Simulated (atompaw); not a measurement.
# Zr, PAW (atompaw): a sweep of the scale of all radii

One potential is built and tested. Then the scale of all radii is changed, to learn what it costs or gains.

Method: atompaw 4.2.0.5, PBEsol, scalar-relativistic.

## Step 1: The atom and the settings

Typed settings, in words:

```
element                 : zirconium (Zr, Z = 40)
type                    : PAW
frozen core             : [Ar] 3d10 4s2
valence charge          : 10
reference configuration : 4p6 4d2 5s1 5p0 (charge +1)
partial waves           : 5s (bound): rc 3.00 bohr; 5s channel at 2.9 Ry: rc 2.80 bohr; 4p (bound): rc 2.10 bohr; 5p (bound, empty): rc 2.55 bohr; 4d (bound): rc 3.00 bohr; 4d channel at 1.85 Ry: rc 3.00 bohr
local potential         : bessel scheme, radius 1.95 bohr
core correction         : smooth core density matched at 1.80 bohr
augmentation charge     : sinc compensation charge, radius 2.50 bohr; PAW radius 3.00 bohr; waves and projectors: custom rrkj vanderbiltortho
```

An earlier all-electron run gives the scale for the radii.

All-electron outer shells of the reference configuration (PBEsol, scalar-relativistic, ld1.x):

| shell | level (eV) | outermost node (bohr) | outermost maximum (bohr) |
| --- | --- | --- | --- |
| 3d | -181.39 | – | 0.35 |
| 4s | -61.15 | 0.55 | 1.08 |
| 4p | -39.12 | 0.56 | 1.17 |
| 4d | -10.00 | 0.58 | 1.59 |
| 5s | -9.98 | 1.46 | 3.00 |
| 5p | -6.25 | 1.68 | 3.71 |

## Step 2: The first potential

File Zr.input:

```
Zr 40
GGA-PBESOL scalarrelativistic loggrid 1500 logderivrange -5 5 251
5 5 4 0 0 0
5 0 1
5 1 0
4 2 2
0 0 0
c
c
c
c
v
c
c
v
v
c
v
2
3.00 2.50 1.95 1.80
y
2.9
n
n
y
1.85
n
custom rrkj vanderbiltortho sinc
bessel
3.00
2.80
2.10
2.55
3.00
3.00
PWSCFOUT
UPFDX 0.0125d0 UPFXMIN -7.d0 UPFZMESH 40.d0
END
```

On the command line:

```console
$ atompaw < Zr.input > Zr.log
```

Output in the file Zr (summary file):

```text
 Completed calculations for Zr (AE)

 Exchange-correlation type: GGA, Perdew-Burke-Ernzerhof modified (PBEsol)

 Radial integration grid is logarithmic 
 r0 =   2.1400192E-04 h =   8.5600766E-03   n =      1500 rmax =   8.0000000E+01

 Scalar relativistic calculation

 AEatom converged in  27 iterations
   nz     =  40.00
   delta  =       1.651169841941E-15

 All Electron Orbital energies:         
  n  l      occupancy      energy
  1  0      2.0000000E+00 -1.3097563E+03
  2  0      2.0000000E+00 -1.8191282E+02
  3  0      2.0000000E+00 -3.0203643E+01
  4  0      2.0000000E+00 -4.4942992E+00
  5  0      1.0000000E+00 -7.3325733E-01
  2  1      6.0000000E+00 -1.6231022E+02
  3  1      6.0000000E+00 -2.3819168E+01
  4  1      6.0000000E+00 -2.8756138E+00
  5  1      0.0000000E+00 -4.5907017E-01
  3  2      1.0000000E+01 -1.3332063E+01
  4  2      2.0000000E+00 -7.3534100E-01

 Total energy
   Total                    :    -7192.43894042502961

 ---
 Completed calculations for Zr (SC)

 Exchange-correlation type: GGA, Perdew-Burke-Ernzerhof modified (PBEsol)

 Radial integration grid is logarithmic 
 r0 =   2.1400192E-04 h =   8.5600766E-03   n =      1500 rmax =   8.0000000E+01

 Scalar relativistic calculation

 SCatom converged in   4 iterations
   nz     =  40.00
   delta  =       1.459495491337E-16

 Valence Electron Orbital energies:         
  n  l      occupancy      energy
   5  0      1.0000000E+00 -7.3325734E-01
   4  1      6.0000000E+00 -2.8756138E+00
   5  1      0.0000000E+00 -4.5907017E-01
   4  2      2.0000000E+00 -7.3534100E-01

 Total energy
   Total                    :    -7192.43894042475586
   Valence                  :     -271.94393976876307

 PAW parameters: 
       lmax =            2
         rc =    3.0145451773161365     
        irc =         1117
   rc_shape =    2.5185249065646618     
    rc_vloc =    1.9648329129267819     
    rc_core =    1.8036217191350665     
   Vloc: truncated form - Vps(r)=A.sin(qr)/r for r<rc
   Projector type: RRKJ pseudization + Vanderbilt ortho.
   Sinc^2 compensation charge shape zeroed at   2.5185E+00

 Number of basis functions     6
 No.   n  nodes  l      Energy         Cp coeff         Occ
  1    5    4    0   -0.7332573E+00  0.9736700E+01  0.1000000E+01
  2  999    5    0    0.2900000E+01  0.1947601E+01  0.0000000E+00
  3    4    2    1   -0.2875614E+01 -0.4876977E+00  0.6000000E+01
  4    5    3    1   -0.4590702E+00  0.1787535E+02  0.0000000E+00
  5    4    1    2   -0.7353410E+00  0.2248934E+02  0.2000000E+01
  6  999    2    2    0.1850000E+01 -0.8719018E+01  0.0000000E+00

 Eigenvalues of overlap operator (in the basis of projectors):
    1        7.32028878E-01
    2        8.57430734E-01
    3        1.22256054E+00
    4        2.48749926E+01
    5        2.23386251E+02
    6        1.07359932E+03

 Orbital leakage outside PAW augmentation regions
   orb  is_core?  %out_of_sphere
   1 0    T           0.00
   2 0    T           0.00
   3 0    T           0.00
   4 0    T           0.13
   5 0    F          60.73
   2 1    T          -0.00
   3 1    T           0.00
   4 1    F           0.69
   5 1    F          81.24
   3 2    T           0.00
   4 2    F          16.65

 Summary of PAW energies
   Total valence energy     :   -271.94703036615545
   Smooth energy            :     16.52127652421407
   One center               :   -288.46830689036949
   Smooth kinetic           :     18.85565108671854
   Vloc energy              :      1.33010602881523
   Smooth exch-corr         :     -8.61108739171228
   One-center xc            :   -214.70475710403389
```

Wall time 2.3 s (1 thread, shared host).

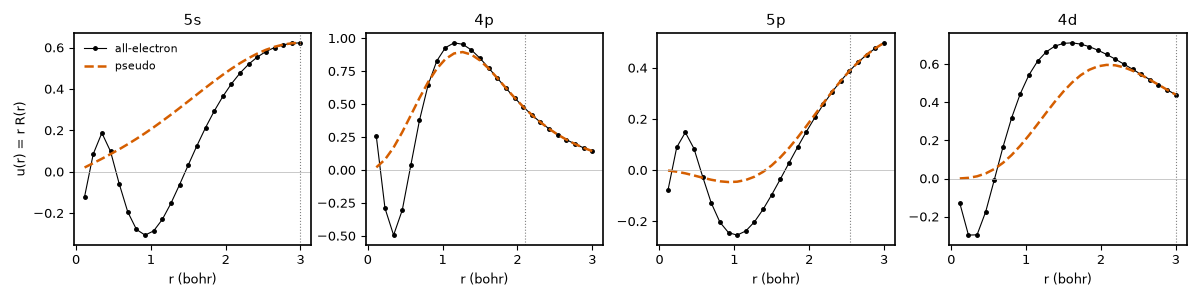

Bound waves of the atom and their pseudo partners (5s, 4p, 5p, 4d), with the matching radii dotted. The curves join 26 sampled radii, too few to resolve the innermost nodes.

## Step 3: Scattering by logarithmic derivatives

Taken from the files of the generation run. The phase is arctan(r·u′/u) with u = r·R, unwrapped, with energies in Ry. A pole is an energy at which the radial function vanishes at the test radius. The pseudo phase is shifted by a multiple of π to meet the all-electron one at the reference energy. Levels narrower than the energy grid can be missing from the poles. The last column is the largest difference on the grid between −1 and +1 Ry.

| channel | radius (bohr) | reference (Ry) | poles AE | poles PS | window around the reference with phases within 0.05 rad (Ry) | largest difference near zero (rad) |
| --- | --- | --- | --- | --- | --- | --- |
| s | 3.02 | -0.73 | -4.47, 1.17 | 0.50, 1.21 | -4.4 to 0.4 | 3.134 |
| p | 3.02 | -0.46 | -2.82, 2.17 | -2.82, 2.16 | the whole range | 0.000 |
| d | 3.02 | -0.74 | -0.36, 4.05 | -0.37, 3.83 | the whole range | 0.012 |

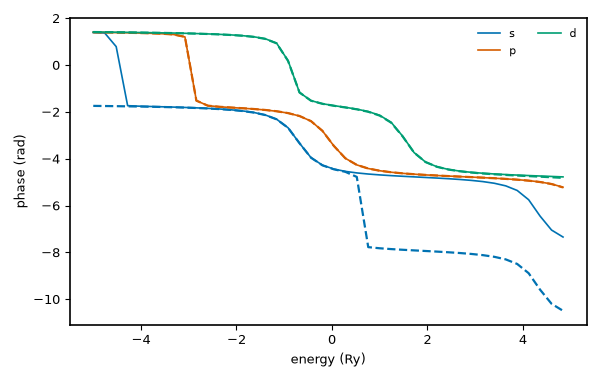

Phases by channel: all-electron solid, pseudo dashed.

## Step 4: Plane-wave convergence, by spherical Bessel functions

A separate test, outside the generator: the pseudo-atom's Hamiltonian at the reference potential is diagonalised in spherical Bessel functions j_l(qr) that vanish at 20 bohr, with q² up to the cutoff.

All-electron valence levels (Ry): 5s -0.7333, 4p -2.8756, 5p -0.4591, 4d -0.7353. The lowest levels of each channel (Ry) by cutoff; the last column sums, over occupied levels, occupation times the distance from the level at 400 Ry. A positive value at high cutoff is not a bound level.

```
cutoff (Ry)     s #1     p #1     p #2     d #1     f #1  Σ f·Δε (mRy)
          8  -0.7332  -2.3889  -0.4577  -0.7188  -0.0702        2953.5
         10  -0.7333  -2.7160  -0.4589  -0.7340  -0.0702         960.4
         15  -0.7333  -2.8706  -0.4590  -0.7351  -0.0702          30.8
         18  -0.7333  -2.8747  -0.4591  -0.7353  -0.0702           5.7
         21  -0.7333  -2.8751  -0.4591  -0.7353  -0.0702           3.2
         25  -0.7333  -2.8752  -0.4591  -0.7353  -0.0702           2.4
         30  -0.7333  -2.8755  -0.4591  -0.7353  -0.0702           0.8
         35  -0.7333  -2.8756  -0.4591  -0.7353  -0.0702           0.3
         40  -0.7333  -2.8756  -0.4591  -0.7353  -0.0702           0.3
        400  -0.7333  -2.8756  -0.4591  -0.7353  -0.0702           0.0
```

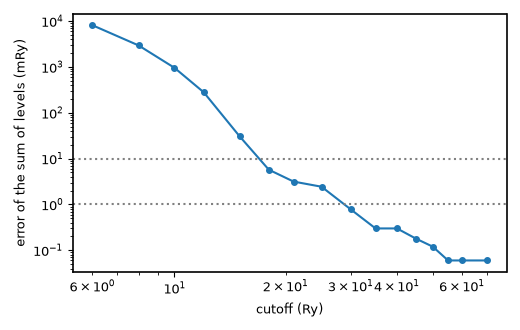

Occupation-weighted error of the valence levels against the cutoff; the dotted lines mark 10 and 1 mRy.

The sum stays within 10 mRy from 18 Ry and within 1 mRy from 30 Ry. The sum leaves out empty levels, which can need more. Ghost test: no level below the all-electron spectrum of its channel (s, p, d, f tested).

## Step 5: Now with scale of all radii = 0.77

Zr.input, as its differences from that of step 2:

```diff
@@ -19,3 +19,3 @@
 2
-3.00 2.50 1.95 1.80
+2.30 1.92 1.50 1.38
 y
@@ -29,8 +29,8 @@
 bessel
-3.00
-2.80
-2.10
-2.55
-3.00
-3.00
+2.30
+2.16
+1.62
+1.96
+2.30
+2.30
 PWSCFOUT
```

On the command line:

```console
$ atompaw < Zr.input > Zr.log
```

The output, the file Zr (summary file):

```text
 Completed calculations for Zr (AE)

 Exchange-correlation type: GGA, Perdew-Burke-Ernzerhof modified (PBEsol)

 Radial integration grid is logarithmic 
 r0 =   2.1400192E-04 h =   8.5600766E-03   n =      1500 rmax =   8.0000000E+01

 Scalar relativistic calculation

 AEatom converged in  27 iterations
   nz     =  40.00
   delta  =       1.651169841941E-15

[... all-electron levels as in step 2 ...]

 Total energy
   Total                    :    -7192.43894042502961

 ---
 Completed calculations for Zr (SC)

 Exchange-correlation type: GGA, Perdew-Burke-Ernzerhof modified (PBEsol)

 Radial integration grid is logarithmic 
 r0 =   2.1400192E-04 h =   8.5600766E-03   n =      1500 rmax =   8.0000000E+01

 Scalar relativistic calculation

 SCatom converged in   4 iterations
   nz     =  40.00
   delta  =       1.459495491337E-16

 Valence Electron Orbital energies:         
  n  l      occupancy      energy
   5  0      1.0000000E+00 -7.3325734E-01
   4  1      6.0000000E+00 -2.8756138E+00
   5  1      0.0000000E+00 -4.5907017E-01
   4  2      2.0000000E+00 -7.3534100E-01

 Total energy
   Total                    :    -7192.43894042475586
   Valence                  :     -271.94393976876307

 PAW parameters: 
       lmax =            2
         rc =    2.3118891752654460     
        irc =         1086
   rc_shape =    1.9314773493885251     
    rc_vloc =    1.5068354653902907     
    rc_core =    1.3831980896653107     
   Vloc: truncated form - Vps(r)=A.sin(qr)/r for r<rc
   Projector type: RRKJ pseudization + Vanderbilt ortho.
   Sinc^2 compensation charge shape zeroed at   1.9315E+00

 Number of basis functions     6
 No.   n  nodes  l      Energy         Cp coeff         Occ
  1    5    4    0   -0.7332573E+00  0.6071552E+00  0.1000000E+01
  2  999    5    0    0.2900000E+01  0.1891253E+00  0.0000000E+00
  3    4    2    1   -0.2875614E+01  0.3331723E+00  0.6000000E+01
  4    5    3    1   -0.4590702E+00 -0.1114073E+02  0.0000000E+00
  5    4    1    2   -0.7353410E+00 -0.6153710E+01  0.2000000E+01
  6  999    2    2    0.1850000E+01 -0.3517189E+00  0.0000000E+00

 Eigenvalues of overlap operator (in the basis of projectors):
    1        1.27951205E-02
    2        1.83341637E-02
    3        1.22469616E-01
    4        1.30464356E+00
    5        1.36022313E+01
    6        4.24812429E+01

 Orbital leakage outside PAW augmentation regions
   orb  is_core?  %out_of_sphere
   1 0    T           0.00
   2 0    T           0.00
   3 0    T           0.00
   4 0    T           1.63
   5 0    F          85.39
   2 1    T           0.00
   3 1    T           0.00
   4 1    F           4.86
   5 1    F          93.71
   3 2    T           0.00
   4 2    F          35.56

 Summary of PAW energies
   Total valence energy     :   -271.94395846416842
   Smooth energy            :     35.82212991086255
   One center               :   -307.76608837503096
   Smooth kinetic           :     30.79702947597215
   Vloc energy              :      3.34364670514910
   Smooth exch-corr         :    -14.81266531233172
   One-center xc            :   -208.50317918341446
```

Run time: 2.2 s. Hardware: 1 thread, shared host.

Against the first potential, the loose cutoff goes from 18 Ry to 30 Ry and a bound ghost appears (s).

## Step 6: Changed: scale of all radii = 1.25

Zr.input, as its differences from that of step 5:

```diff
@@ -19,3 +19,3 @@
 2
-2.30 1.92 1.50 1.38
+3.76 3.12 2.44 2.26
 y
@@ -29,8 +29,8 @@
 bessel
-2.30
-2.16
-1.62
-1.96
-2.30
-2.30
+3.76
+3.50
+2.62
+3.20
+3.76
+3.76
 PWSCFOUT
```

On the command line:

```console
$ atompaw < Zr.input > Zr.log
```

The output, the file Zr (summary file):

```text
 Completed calculations for Zr (AE)

 Exchange-correlation type: GGA, Perdew-Burke-Ernzerhof modified (PBEsol)

 Radial integration grid is logarithmic 
 r0 =   2.1400192E-04 h =   8.5600766E-03   n =      1500 rmax =   8.0000000E+01

 Scalar relativistic calculation

 AEatom converged in  27 iterations
   nz     =  40.00
   delta  =       1.651169841941E-15

[... all-electron levels as in step 2 ...]

 Total energy
   Total                    :    -7192.43894042502961

 ---
 Completed calculations for Zr (SC)

 Exchange-correlation type: GGA, Perdew-Burke-Ernzerhof modified (PBEsol)

 Radial integration grid is logarithmic 
 r0 =   2.1400192E-04 h =   8.5600766E-03   n =      1500 rmax =   8.0000000E+01

 Scalar relativistic calculation

 SCatom converged in   4 iterations
   nz     =  40.00
   delta  =       1.459495491337E-16

 Valence Electron Orbital energies:         
  n  l      occupancy      energy
   5  0      1.0000000E+00 -7.3325734E-01
   4  1      6.0000000E+00 -2.8756138E+00
   5  1      0.0000000E+00 -4.5907017E-01
   4  2      2.0000000E+00 -7.3534100E-01

 Total energy
   Total                    :    -7192.43894042475586
   Valence                  :     -271.94393976876307

 PAW parameters: 
       lmax =            2
         rc =    3.7660440360484420     
        irc =         1143
   rc_shape =    3.1463791737336981     
    rc_vloc =    2.4546665699673396     
    rc_core =    2.2726425273350830     
   Vloc: truncated form - Vps(r)=A.sin(qr)/r for r<rc
   Projector type: RRKJ pseudization + Vanderbilt ortho.
   Sinc^2 compensation charge shape zeroed at   3.1464E+00

 Number of basis functions     6
 No.   n  nodes  l      Energy         Cp coeff         Occ
  1    5    4    0   -0.7332573E+00  0.4994851E+01  0.1000000E+01
  2  999    5    0    0.2900000E+01  0.3789892E-01  0.0000000E+00
  3    4    2    1   -0.2875614E+01 -0.1537457E+01  0.6000000E+01
  4    5    3    1   -0.4590702E+00  0.1285399E+02  0.0000000E+00
  5    4    1    2   -0.7353410E+00  0.5179516E+02  0.2000000E+01
  6  999    2    2    0.1850000E+01 -0.1975996E+00  0.0000000E+00

 Eigenvalues of overlap operator (in the basis of projectors):
    1        2.20838661E-03
    2        1.61576534E-02
    3        1.16899279E+00
    4        1.83208526E+00
    5        9.05537926E+01
    6        1.11618834E+04

 Orbital leakage outside PAW augmentation regions
   orb  is_core?  %out_of_sphere
   1 0    T           0.00
   2 0    T           0.00
   3 0    T           0.00
   4 0    T           0.01
   5 0    F          34.04
   2 1    T          -0.00
   3 1    T           0.00
   4 1    F           0.08
   5 1    F          59.64
   3 2    T           0.00
   4 2    F           6.76

 Summary of PAW energies
   Total valence energy     :   -271.94486746560085
   Smooth energy            :      7.60518914407006
   One center               :   -279.55005660967089
   Smooth kinetic           :      8.82438811541964
   Vloc energy              :      0.82042851181274
   Smooth exch-corr         :     -4.00962192299587
   One-center xc            :   -219.30622257275030
```

It took 2.1 s on 1 thread, shared host.

Compared with the first run, the loose cutoff goes from 18 Ry to 12 Ry and there is no bound ghost.

## Step 7: All runs side by side

Cutoffs, loose and tight: the cutoffs (Ry, on a coarse ladder) from which the occupation-weighted sum of valence levels, in a spherical-Bessel basis at the reference potential, stays within 10 and 1 mRy of its value at 400 Ry; empty and scattering waves don't count. The number of plane waves in a given cell goes as the cutoff to the power 3/2; it is given for the loose cutoff, relative to the first potential. The phase difference is the largest within 1 Ry of zero, over the channels with partial waves. The table holds 3 more runs of the series, not printed above.

| scale of all radii | outcome | cutoff, loose | cutoff, tight | plane waves, relative | bound ghosts | phase difference near zero (rad) | lowest overlap eigenvalue (Bessel basis) |
| --- | --- | --- | --- | --- | --- | --- | --- |
| 0.77 | generated | 30 Ry | 50 Ry | 2.15 | s | 0.022 | 0.008 |
| 0.9 | generated | 21 Ry | 35 Ry | 1.26 | s | 0.005 | 0.102 |
| 1 (first) | generated | 18 Ry | 30 Ry | 1.00 | none | 3.134 | 0.579 |
| 1.03 | generated | 18 Ry | 30 Ry | 1.00 | none | 3.111 | 0.590 |
| 1.12 | generated | 15 Ry | 25 Ry | 0.76 | none | 0.006 | 0.605 |
| 1.25 | generated | 12 Ry | 21 Ry | 0.54 | none | 0.342 | 0.061 |

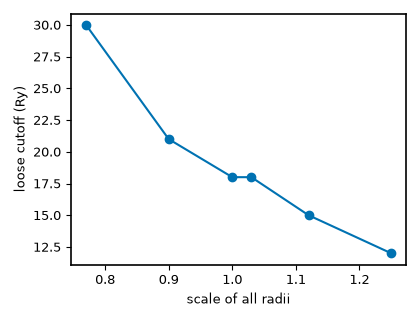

The series at a glance.

In words: As the scale of all radii grows from 0.77 to 1.25, the loose cutoff falls from 30 Ry to 12 Ry. Bound ghosts show at 0.77, 0.9.

The first potential by itself. It counts as soft on the atom at that tolerance, with 18 Ry needed at the looser tolerance. The slowest occupied level is 4p: taken alone it needs 18 Ry to come within 1 mRy, against 12 Ry for 4d. No bound ghost shows below the valence levels. Of the channels read, s scatters worst near zero energy, by up to 3.13 rad. A step near π is an extra or missing state, not a misfit of shape.
